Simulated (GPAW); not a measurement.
Band structure of Sr (Fm-3m, 1 atom in the cell).

```yaml
crystal:
  lattice:
    - [0.00000, 2.97586, 2.97586]
    - [2.97586, 0.00000, 2.97586]
    - [2.97586, 2.97586, 0.00000]
  atoms:
    - { symbol: Sr, position: [0.00000, 0.00000, 0.00000] }
```

Method: PBE, GPAW PAW datasets PBE (gpaw-data 1.0.1) (plane waves; GPAW).

Settings: mode = pw; ecut = 600 eV; xc = PBE; kpts = 8 8 8; mesh shift (steps) = 0 0 0; occupations.name = fermi-dirac; occupations.width = 0.1 eV; nbands = -7; symmetry.symmorphic = false; symmetry.tolerance = 0.0005; maxiter = 150; bandpath_npoints = 40.

The starting cell has typed, rounded lattice constants, without a prior relaxation at this level. Its lattice was rescaled by a random factor within 2.5 % of one.

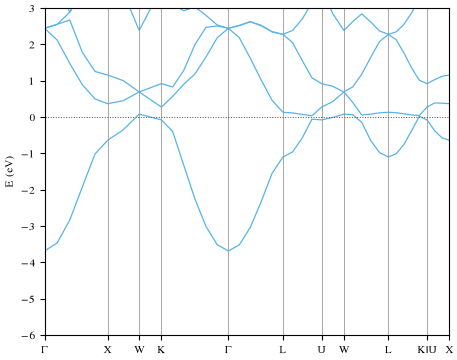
Fig. 1. Bands along the path, energies from the Fermi level.

Levels in eV from the Fermi level, bands 2 to 9:
```tsv
point	2	3	4	5	6	7	8	9
Γ	-18.37	-18.37	-18.37	-3.69	2.44	2.44	2.44	3.97
X	-18.58	-18.45	-18.45	-0.64	0.36	1.15	5.08	5.39
W	-18.51	-18.51	-18.45	0.08	0.69	0.69	2.38	5.39
K	-18.54	-18.50	-18.43	-0.08	0.27	0.92	3.55	4.07
L	-18.59	-18.40	-18.40	-1.10	0.13	2.27	2.27	5.07
U	-18.54	-18.50	-18.43	-0.08	0.27	0.92	3.55	4.07
```

Bands cross the Fermi level along this path, so the cell is metallic at this level.
